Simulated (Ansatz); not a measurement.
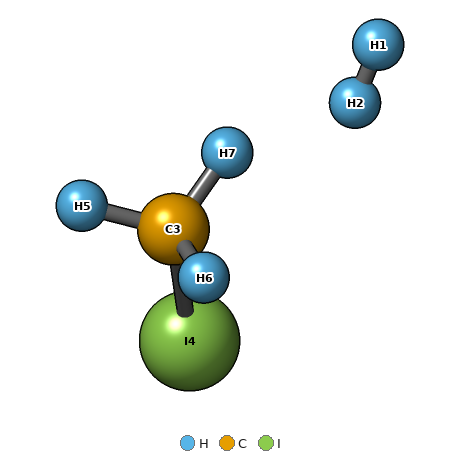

Interaction curve of the pair H₂ (A) and CH₃I (B), SMILES [H][H].CI, from the arrangement drawn (closest contact, H···H pairs aside, H2···I4 3.36 Å; others can bind more strongly), without the energy that it costs to deform the partners. The Ansatz code 0.2.0, def2-TZVPPD, cores frozen in correlated methods. Fragment B of a pair is moved rigidly from the minimum (PBE0-D4/def2-TZVP) along the line between the fragments' mean atom positions; interaction energies with counterpoise. On heavy atoms the filled d shell below the valence is correlated. Straight lines join the computed points.

Methods: B3LYP-D4, HF, CCSD(T), r2SCAN-D4 and MP2.

### Order the curves at −0.34 Å, where they differ most.

B3LYP-D4 −0.26, MP2 −0.16, r2SCAN-D4 −0.11, CCSD(T) −0.09, HF 1.32 kcal/mol, from lowest to highest.

### Give the computed values.

In kcal/mol:
| shift of fragment B (Å) | B3LYP-D4 | HF | CCSD(T) | r2SCAN-D4 | MP2 |
| --- | --- | --- | --- | --- | --- |
| −0.34 | −0.26 | 1.32 | −0.09 | −0.11 | −0.16 |
| −0.17 | −0.50 | 0.71 | −0.37 | −0.34 | −0.42 |
| 0.00 | −0.57 | 0.35 | −0.48 | −0.41 | −0.52 |
| 0.17 | −0.55 | 0.14 | −0.50 | −0.42 | −0.53 |
| 0.40 | −0.47 | −0.01 | −0.45 | −0.36 | −0.47 |
| 0.84 | −0.30 | −0.08 | −0.32 | −0.24 | −0.33 |
| 1.68 | −0.12 | −0.06 | −0.14 | −0.11 | −0.14 |
| 3.36 | −0.05 | −0.02 | −0.03 | −0.03 | −0.03 |

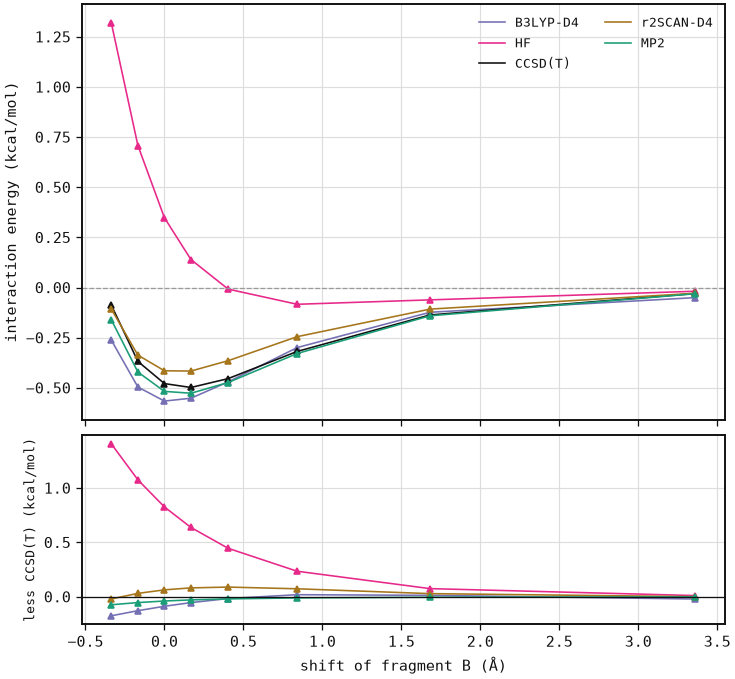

Known limits of this run: spin-orbit coupling is left out, and with I it can shift these energies; core potentials past krypton.
